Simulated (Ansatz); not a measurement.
## Nudged elastic band of BN2H7

BN2H7, computed with RKS B3LYP-D4/6-31G* (Ansatz 0.2.0).

It belongs to a series of runs on one base structure; here: band between the two ends. Figures and captions count atoms from 1; the log counts them from 0 in places.

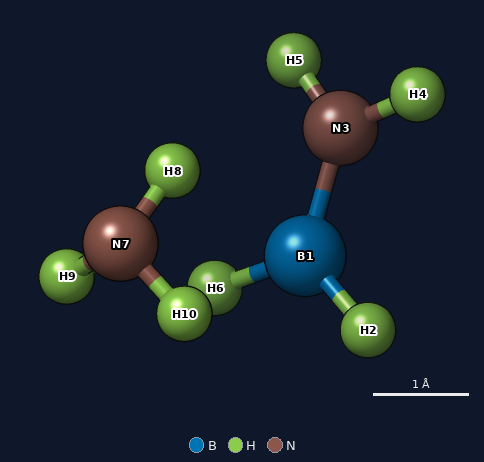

**Figure 1.** The input geometry (ball-and-stick view, seen at a tilt; atoms are numbered from 1 in the order of the input). Bond lengths as drawn: B–H 1.20 Å, B–N 1.40 Å and H–N 1.01 to 1.02 Å.

### The input
```yaml
crystal:
  periodic: [false, false, false]
  atoms:
    - { symbol: B, position_ang: [0.065038, -0.288855, -0.289297] }
    - { symbol: H, position_ang: [-0.127225, -0.856924, 0.746172] }
    - { symbol: "N", position_ang: [1.368778, -0.196219, -0.77696] }
    - { symbol: H, position_ang: [2.169353, -0.593309, -0.303506] }
    - { symbol: H, position_ang: [1.603129, 0.2415, -1.658064] }
    - { symbol: H, position_ang: [-0.82931, 0.176586, -0.933615] }
    - { symbol: "N", position_ang: [0.067419, 2.429628, 1.37174] }
    - { symbol: H, position_ang: [0.84565, 2.041793, 0.840933] }
    - { symbol: H, position_ang: [-0.703942, 2.507312, 0.709513] }
    - { symbol: H, position_ang: [-0.205792, 1.701189, 2.030386] }
basis:
  gaussian: { orbitals: "6-31G*" }
hamiltonian:
  xc: b3lyp
  dispersion: d4
neb:
  order_check: false
  images: 5
  f_tol: 0.05
  max_iterations: 60
  final_atoms:
    - { symbol: B, position_ang: [0.23037483, 0.69373242, -0.73893062] }
    - { symbol: H, position_ang: [-0.42109756, 0.09256005, 3.2080208] }
    - { symbol: "N", position_ang: [1.46097236, 0.05867872, -1.02839491] }
    - { symbol: H, position_ang: [1.52989291, -0.68467379, -1.70528427] }
    - { symbol: H, position_ang: [2.33645303, 0.26560309, -0.56837904] }
    - { symbol: H, position_ang: [-0.74907246, 0.3482658, -1.33873513] }
    - { symbol: "N", position_ang: [0.10131867, 1.72146892, 0.23016307] }
    - { symbol: H, position_ang: [0.8696181, 2.10950443, 0.75973458] }
    - { symbol: H, position_ang: [-0.77536416, 2.18967, 0.39731593] }
    - { symbol: H, position_ang: [-0.32999773, 0.36789138, 2.52179159] }
  initial_path:
    images:
      - { positions_ang: [[0.065038, -0.288855, -0.289297], [-0.127225, -0.856924, 0.746172], [1.368778, -0.196219, -0.77696], [2.169353, -0.593309, -0.303506], [1.603129, 0.2415, -1.658064], [-0.82931, 0.176586, -0.933615], [0.067419, 2.429628, 1.37174], [0.84565, 2.041793, 0.840933], [-0.703942, 2.507312, 0.709513], [-0.205792, 1.701189, 2.030386]] }
      - { positions_ang: [[0.04500634, -0.1914893, -0.20077948], [-0.09777752, -0.57860743, 1.00258976], [1.36877013, -0.12581869, -0.77135256], [2.06027178, -0.69520668, -0.54019377], [1.67812281, 0.47333148, -1.44214361], [-0.88894233, 0.12229543, -0.83832393], [0.06882386, 2.20211758, 1.11127296], [0.70971211, 2.01205714, 1.0818386], [-0.55471438, 2.51846316, 0.4626648], [-0.1361748, 1.42555833, 1.87172923]] }
      - { positions_ang: [[0.02497467, -0.09412361, -0.11226197], [-0.06833004, -0.30029087, 1.25900752], [1.36876226, -0.05541837, -0.76574511], [1.95119056, -0.79710436, -0.77688155], [1.75311663, 0.70516295, -1.22622322], [-0.94857466, 0.06800485, -0.74303286], [0.07022873, 1.97460716, 0.85080592], [0.57377421, 1.98232128, 1.32274421], [-0.40548677, 2.52961431, 0.2158166], [-0.0665576, 1.14992765, 1.71307246]] }
      - { positions_ang: [[0.00494301, 0.00324209, -0.02374445], [-0.03888256, -0.0219743, 1.51542528], [1.36875439, 0.01498194, -0.76013767], [1.84210934, -0.89900203, -1.01356932], [1.82811044, 0.93699443, -1.01030283], [-1.00820699, 0.01371428, -0.64774179], [0.07163359, 1.74709673, 0.59033888], [0.43783632, 1.95258542, 1.56364981], [-0.25625915, 2.54076547, -0.0310316], [0.00305961, 0.87429698, 1.55441569]] }
      - { positions_ang: [[0.08008695, 0.23340553, -0.26213984], [-0.16628756, 0.01620382, 2.07962378], [1.39949372, 0.02954753, -0.84955675], [1.7380372, -0.82755929, -1.24414097], [1.99755797, 0.71319731, -0.8629949], [-0.92182881, 0.12523145, -0.8780729], [0.08152862, 1.73855413, 0.47028028], [0.58176358, 2.00489175, 1.29567807], [-0.42929415, 2.42373365, 0.11175091], [-0.10795951, 0.70549511, 1.87687432]] }
      - { positions_ang: [[0.15523089, 0.46356898, -0.50053523], [-0.29369256, 0.05438193, 2.64382229], [1.43023304, 0.04411312, -0.93897583], [1.63396505, -0.75611654, -1.47471262], [2.1670055, 0.4894002, -0.71568697], [-0.83545064, 0.23674863, -1.10840402], [0.09142364, 1.73001152, 0.35022167], [0.72569084, 2.05719809, 1.02770632], [-0.60232915, 2.30670182, 0.25453342], [-0.21897862, 0.53669325, 2.19933296]] }
      - { positions_ang: [[0.23037483, 0.69373242, -0.73893062], [-0.42109756, 0.09256005, 3.2080208], [1.46097236, 0.05867872, -1.02839491], [1.52989291, -0.68467379, -1.70528427], [2.33645303, 0.26560309, -0.56837904], [-0.74907246, 0.3482658, -1.33873513], [0.10131867, 1.72146892, 0.23016307], [0.8696181, 2.10950443, 0.75973458], [-0.77536416, 2.18967, 0.39731593], [-0.32999773, 0.36789138, 2.52179159]] }
```

Machine: 1 thread of Arm Neoverse V1, 24 GiB of memory available, shared host.

Launched with:
```bash
ansatz run input.yaml --threads 1 --pin off --max-ram 2048MiB --backend cpu --events-out ev --progress --plain --runs-dir out
```

### Output
```
Engine: ansatz 0.2.0, aarch64-unknown-linux-gnu
Functional definition: B3LYP
  parameter a0 = 0.2
  parameter ax = 0.72
  parameter ac = 0.81
  exchange = (1 - a0 - ax)*slater_x + ax*b88_x + a0*exact_x
  correlation = (1 - ac)*vwn_rpa_c + ac*lyp_c
721 factors; integrals over basis functions are off by at most 3.6e-4 eV
mean field evaluation 1: about -3762.1200 eV, gradient 6.8e1 eV
mean field evaluation 2: about -3753.0627 eV, gradient 9.2e1 eV
mean field evaluation 4: about -3771.2157 eV, gradient 3.5e0 eV
mean field evaluation 8: about -3771.2418 eV, gradient 1.3e-2 eV
mean field -3771.24176422 eV, -138.5905785957 hartree, gradient 2.0e-5 eV, S^2 0.000000; 0 other end points of the search recorded, 0 dependent functions left out
the calculation of the forces begins
reference -3771.24197508 eV, -138.5905863445 hartree; 13, 13 occupied and 46, 46 virtual orbitals, 721 factors
722 factors; integrals over basis functions are off by at most 9.0e-4 eV
mean field evaluation 16: about -3771.8657 eV, gradient 5.0e0 eV
mean field -3771.92276497 eV, -138.6156049117 hartree, gradient 4.0e-5 eV, S^2 0.000000; 0 other end points of the search recorded, 0 dependent functions left out
[... from here on the field's lines of each further geometry are left out, up to the last ...]
NEB iter   1: max|band force component| = 4.986e1 eV/Å  barrier→ = 9.6087 eV  barrier← = 10.3048 eV  Δτ_max = 0.1977 Å  (159 SCF iters)
NEB iter   2: max|band force component| = 3.202e1 eV/Å  barrier→ = 4.6295 eV  barrier← = 5.3255 eV  Δτ_max = 0.2000 Å  (134 SCF iters)
NEB iter   3: max|band force component| = 1.329e1 eV/Å  barrier→ = 2.2007 eV  barrier← = 2.8967 eV  Δτ_max = 0.2000 Å  (134 SCF iters)
NEB iter   4: max|band force component| = 5.216e0 eV/Å  barrier→ = 1.8055 eV  barrier← = 2.5015 eV  Δτ_max = 0.1999 Å  (127 SCF iters)
NEB iter   5: max|band force component| = 1.373e0 eV/Å  barrier→ = 1.5380 eV  barrier← = 2.2340 eV  Δτ_max = 0.2000 Å  (128 SCF iters)
NEB iter   6: max|band force component| = 2.119e0 eV/Å  barrier→ = 1.5977 eV  barrier← = 2.2937 eV  Δτ_max = 0.1004 Å  (124 SCF iters)
NEB iter   7: max|band force component| = 6.520e-1 eV/Å  barrier→ = 1.3874 eV  barrier← = 2.0834 eV  Δτ_max = 0.1767 Å  (120 SCF iters)
NEB iter   8: max|band force component| = 1.941e0 eV/Å  barrier→ = 1.0560 eV  barrier← = 1.7520 eV  Δτ_max = 0.0918 Å  (122 SCF iters)
NEB iter   9: max|band force component| = 1.138e0 eV/Å  barrier→ = 0.8348 eV  barrier← = 1.5309 eV  Δτ_max = 0.0898 Å  (119 SCF iters)
NEB iter  10: max|band force component| = 6.032e-1 eV/Å  barrier→ = 0.7023 eV  barrier← = 1.3983 eV  Δτ_max = 0.1770 Å  (122 SCF iters)
NEB iter  11: max|band force component| = 2.094e0 eV/Å  barrier→ = 0.6375 eV  barrier← = 1.3336 eV  CI = image 3  Δτ_max = 0.1716 Å  (115 SCF iters)
NEB iter  12: max|band force component| = 1.819e0 eV/Å  barrier→ = 0.8934 eV  barrier← = 1.5895 eV  CI = image 3  Δτ_max = 0.1990 Å  (116 SCF iters)
NEB iter  13: max|band force component| = 1.717e0 eV/Å  barrier→ = 1.3117 eV  barrier← = 2.0078 eV  CI = image 3  Δτ_max = 0.1985 Å  (117 SCF iters)
NEB iter  14: max|band force component| = 1.530e0 eV/Å  barrier→ = 1.7951 eV  barrier← = 2.4911 eV  CI = image 3  Δτ_max = 0.1840 Å  (117 SCF iters)
NEB iter  15: max|band force component| = 1.818e0 eV/Å  barrier→ = 1.8749 eV  barrier← = 2.5709 eV  CI = image 3  Δτ_max = 0.0886 Å  (119 SCF iters)
NEB iter  16: max|band force component| = 4.527e-1 eV/Å  barrier→ = 1.7567 eV  barrier← = 2.4527 eV  CI = image 3  Δτ_max = 0.0944 Å  (116 SCF iters)
NEB iter  17: max|band force component| = 5.642e-1 eV/Å  barrier→ = 1.7561 eV  barrier← = 2.4521 eV  CI = image 3  Δτ_max = 0.0459 Å  (119 SCF iters)
NEB iter  18: max|band force component| = 2.796e-1 eV/Å  barrier→ = 1.7418 eV  barrier← = 2.4378 eV  CI = image 3  Δτ_max = 0.0475 Å  (112 SCF iters)
NEB iter  19: max|band force component| = 2.623e-1 eV/Å  barrier→ = 1.7326 eV  barrier← = 2.4287 eV  CI = image 3  Δτ_max = 0.0475 Å  (108 SCF iters)
NEB iter  20: max|band force component| = 1.936e-1 eV/Å  barrier→ = 1.7221 eV  barrier← = 2.4182 eV  CI = image 3  Δτ_max = 0.0948 Å  (109 SCF iters)
NEB iter  21: max|band force component| = 1.453e-1 eV/Å  barrier→ = 1.7066 eV  barrier← = 2.4026 eV  CI = image 3  Δτ_max = 0.0947 Å  (111 SCF iters)
NEB iter  22: max|band force component| = 2.884e-1 eV/Å  barrier→ = 1.6946 eV  barrier← = 2.3906 eV  CI = image 3  Δτ_max = 0.0474 Å  (114 SCF iters)
NEB iter  23: max|band force component| = 2.001e-1 eV/Å  barrier→ = 1.6874 eV  barrier← = 2.3834 eV  CI = image 3  Δτ_max = 0.1010 Å  (116 SCF iters)
NEB iter  24: max|band force component| = 1.429e0 eV/Å  barrier→ = 1.6636 eV  barrier← = 2.3596 eV  CI = image 3  Δτ_max = 0.0472 Å  (122 SCF iters)
NEB iter  25: max|band force component| = 5.058e-1 eV/Å  barrier→ = 1.6400 eV  barrier← = 2.3360 eV  CI = image 3  Δτ_max = 0.0937 Å  (114 SCF iters)
NEB iter  26: max|band force component| = 3.257e-1 eV/Å  barrier→ = 1.6212 eV  barrier← = 2.3172 eV  CI = image 3  Δτ_max = 0.0424 Å  (119 SCF iters)
NEB iter  27: max|band force component| = 2.566e-1 eV/Å  barrier→ = 1.6198 eV  barrier← = 2.3158 eV  CI = image 3  Δτ_max = 0.0304 Å  (116 SCF iters)
NEB iter  28: max|band force component| = 1.900e-1 eV/Å  barrier→ = 1.6182 eV  barrier← = 2.3142 eV  CI = image 3  Δτ_max = 0.0235 Å  (112 SCF iters)
NEB iter  29: max|band force component| = 1.764e-1 eV/Å  barrier→ = 1.6154 eV  barrier← = 2.3114 eV  CI = image 3  Δτ_max = 0.0457 Å  (112 SCF iters)
NEB iter  30: max|band force component| = 8.467e-2 eV/Å  barrier→ = 1.6140 eV  barrier← = 2.3100 eV  CI = image 3  Δτ_max = 0.0178 Å  (108 SCF iters)
NEB iter  31: max|band force component| = 5.562e-2 eV/Å  barrier→ = 1.6137 eV  barrier← = 2.3097 eV  CI = image 3  Δτ_max = 0.0352 Å  (102 SCF iters)
the calculation of the forces begins
reference -3771.90340465 eV, -138.6148934328 hartree; 13, 13 occupied and 46, 46 virtual orbitals, 722 factors
721 factors; integrals over basis functions are off by at most 8.9e-4 eV
mean field -3769.57201721 eV, -138.5292165247 hartree, gradient 1.8e-5 eV, S^2 0.000000; 1 other end points of the search recorded, 0 dependent functions left out
the calculation of the forces begins
reference -3769.57221294 eV, -138.5292237178 hartree; 13, 13 occupied and 46, 46 virtual orbitals, 721 factors
NEB iter  32: max|band force component| = 4.115e-2 eV/Å  barrier→ = 1.6134 eV  barrier← = 2.3094 eV  CI = image 3  Δτ_max = 0.0000 Å  (224 SCF iters)
```

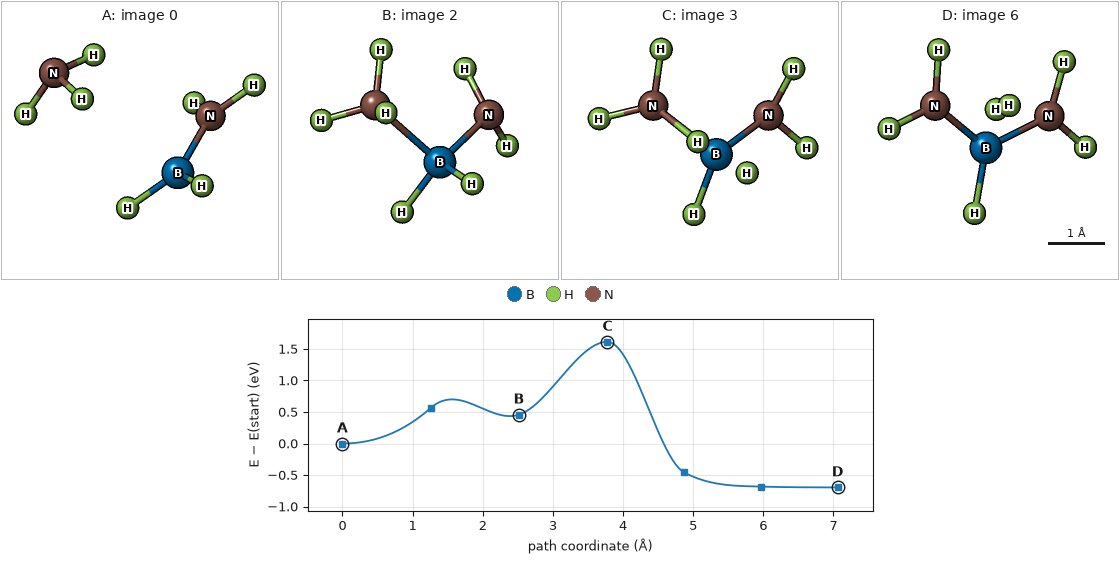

**Figure 2.** Images of the last band (counted from 0; ball-and-stick, seen at a tilt) above the energy along the path; the line is a cubic interpolation that uses the forces. The highest image is number 3, 1.613 eV above the start and 2.309 eV above the end (the climbing image); the end lies 0.696 eV below the start. The path is 7.06 Å long. The band converged in 32 iterations.

```
Total energy: -3769.78143630 eV, -138.5369125345 hartree
Atom 0 at     0.134696     0.386099    -0.039145 Å, force    -0.017013    -0.006380     0.007972 eV/Å
Atom 1 at     0.055197    -0.277991     1.299298 Å, force     0.000838     0.000303    -0.006070 eV/Å
Atom 2 at     1.380375     0.152631    -0.740413 Å, force     0.005513    -0.006654     0.000340 eV/Å
Atom 3 at     1.455281    -0.732772    -1.227183 Å, force     0.000828     0.004486    -0.000799 eV/Å
Atom 4 at     2.253216     0.347764    -0.262263 Å, force     0.001484    -0.000522    -0.000020 eV/Å
Atom 5 at    -0.883619     0.001925    -0.540447 Å, force     0.001703    -0.000793    -0.003524 eV/Å
Atom 6 at    -0.035151     1.800157     0.666607 Å, force     0.012862     0.027628    -0.006846 eV/Å
Atom 7 at     0.813567     2.345918     0.787181 Å, force    -0.003687    -0.001558    -0.000110 eV/Å
Atom 8 at    -0.806052     2.385638     0.359891 Å, force    -0.001800    -0.011477     0.004194 eV/Å
Atom 9 at    -0.114412     0.753331     1.433775 Å, force    -0.000727    -0.005033     0.004863 eV/Å
Dipole moment:     0.194283     0.326436     0.122916 e Å
this run last wrote the band of iteration 32 to [file]
```

### The last band as extended XYZ (Å, eV, eV/Å)
```
10
Properties=species:S:1:pos:R:3:forces:R:3 image=0 energy=-3771.39466
B     0.0650   -0.2889   -0.2893    0.0024  -0.0146  -0.0072
H    -0.1272   -0.8569    0.7462    0.0014   0.0080   0.0028
N     1.3688   -0.1962   -0.7770   -0.0025   0.0015  -0.0011
H     2.1694   -0.5933   -0.3035   -0.0017   0.0030  -0.0005
H     1.6031    0.2415   -1.6581    0.0001  -0.0013   0.0050
H    -0.8293    0.1766   -0.9336    0.0016   0.0080   0.0032
N     0.0674    2.4296    1.3717   -0.0178  -0.0014  -0.0072
H     0.8457    2.0418    0.8409    0.0064  -0.0044  -0.0037
H    -0.7039    2.5073    0.7095    0.0080   0.0006   0.0086
H    -0.2058    1.7012    2.0304    0.0022   0.0006   0.0003
10
Properties=species:S:1:pos:R:3:forces:R:3 image=1 energy=-3770.83011
B     0.0764   -0.1085   -0.0517   -0.0452  -0.2219  -0.1614
H    -0.1192   -0.8206    0.8967   -0.0104  -0.2591  -0.2196
N     1.3966   -0.0222   -0.5627   -0.0691   0.0429  -0.1629
H     1.9496   -0.8560   -0.6725    0.4280  -0.0840   0.5882
H     1.6951    0.6954   -1.2068   -0.2976  -0.1110  -0.4841
H    -0.8618    0.3757   -0.6099   -0.0184   0.2165  -0.0016
N     0.0036    2.1906    1.1175   -0.0304   0.5097   0.3547
H     0.9576    2.1054    0.7881    0.0108  -0.0831   0.0181
H    -0.6280    2.2041    0.3262    0.0317  -0.0038   0.0418
H    -0.2167    1.3988    1.7123    0.0005  -0.0062   0.0269
10
Properties=species:S:1:pos:R:3:forces:R:3 image=2 energy=-3770.93624
B     0.1208    0.1087    0.1020   -0.0115  -0.1368   0.0482
H    -0.1047   -0.5530    1.1068   -0.0772  -0.1166  -0.1019
N     1.5292   -0.0860   -0.4317    0.0701  -0.1203   0.1502
H     1.5167   -0.7124   -1.2335    0.0542   0.0080   0.0120
H     2.0180    0.7474   -0.7435   -0.1117   0.1826  -0.2246
H    -0.8207    0.0711   -0.6755    0.0271   0.0518  -0.0709
N     0.0248    1.6706    0.7661    0.0257  -0.0507   0.0668
H     0.9007    2.1950    0.7742    0.0355  -0.0698  -0.0012
H    -0.6983    2.2531    0.3444    0.0461  -0.0586  -0.0042
H    -0.2333    1.4683    1.7279   -0.0583   0.3104   0.1258
10
Properties=species:S:1:pos:R:3:forces:R:3 image=3 energy=-3769.78124
B     0.1347    0.3861   -0.0391   -0.0170  -0.0064   0.0080
H     0.0552   -0.2780    1.2993    0.0008   0.0003  -0.0061
N     1.3804    0.1526   -0.7404    0.0055  -0.0067   0.0003
H     1.4553   -0.7328   -1.2272    0.0008   0.0045  -0.0008
H     2.2532    0.3478   -0.2623    0.0015  -0.0005   0.0000
H    -0.8836    0.0019   -0.5404    0.0017  -0.0008  -0.0035
N    -0.0352    1.8002    0.6666    0.0129   0.0276  -0.0068
H     0.8136    2.3459    0.7872   -0.0037  -0.0016  -0.0001
H    -0.8061    2.3856    0.3599   -0.0018  -0.0115   0.0042
H    -0.1144    0.7533    1.4338   -0.0007  -0.0050   0.0049
10
Properties=species:S:1:pos:R:3:forces:R:3 image=4 energy=-3771.85389
B     0.1405    0.6867   -0.3945    0.0062   0.1885  -0.2297
H    -0.0054   -0.4030    1.8870   -0.0352  -0.0986   0.3430
N     1.3747    0.0650   -0.6901    0.0000  -0.0309   0.0273
H     1.4199   -0.8366   -1.1375   -0.0044  -0.0336   0.0328
H     2.2713    0.3913   -0.3580    0.0182   0.0435  -0.0578
H    -0.8733    0.1301   -0.7112    0.0142   0.0837  -0.1253
N     0.0474    1.9360    0.2769    0.0406   0.0729  -0.2192
H     0.8390    2.4480    0.6397    0.0036   0.0557  -0.0622
H    -0.8310    2.4149    0.3927   -0.0286   0.0062   0.0465
H    -0.1299    0.3304    1.8323   -0.0146  -0.2873   0.2447
10
Properties=species:S:1:pos:R:3:forces:R:3 image=5 energy=-3772.07783
B     0.1736    0.7320   -0.6042    0.0004   0.0012  -0.0077
H    -0.1771   -0.3291    2.7406   -0.0041   0.0005   0.0276
N     1.3954    0.0470   -0.8021    0.0011   0.0019  -0.0035
H     1.4430   -0.8208   -1.3118    0.0016   0.0018  -0.0075
H     2.2818    0.3315   -0.4093    0.0002  -0.0011  -0.0026
H    -0.8247    0.2799   -1.0911    0.0018   0.0050  -0.0128
N     0.0738    1.9268    0.1532    0.0006   0.0000  -0.0027
H     0.8554    2.3962    0.5891   -0.0009  -0.0018  -0.0006
H    -0.8008    2.4137    0.2699   -0.0004  -0.0009  -0.0026
H    -0.1672    0.1856    2.2030   -0.0004  -0.0066   0.0124
10
Properties=species:S:1:pos:R:3:forces:R:3 image=6 energy=-3772.09068
B     0.2304    0.6937   -0.7389    0.0019   0.0023  -0.0096
H    -0.4211    0.0926    3.2080   -0.0001   0.0016  -0.0030
N     1.4610    0.0587   -1.0284   -0.0012  -0.0076  -0.0045
H     1.5299   -0.6847   -1.7053    0.0007   0.0030   0.0022
H     2.3365    0.2656   -0.5684   -0.0006   0.0023   0.0007
H    -0.7491    0.3483   -1.3387   -0.0001  -0.0020   0.0030
N     0.1013    1.7215    0.2302    0.0016   0.0021   0.0104
H     0.8696    2.1095    0.7597    0.0000  -0.0002  -0.0015
H    -0.7754    2.1897    0.3973   -0.0007  -0.0008  -0.0015
H    -0.3300    0.3679    2.5218   -0.0016  -0.0008   0.0038
```

### Key numbers

| quantity | value |
| --- | --- |
| outcome | converged |
| barrier, forward | 1.613 eV |
| barrier, backward | 2.309 eV |
| wall time | 4.7 min |
| peak memory | 0.12 GiB |

### Notes

The order of the saddle point was not checked.
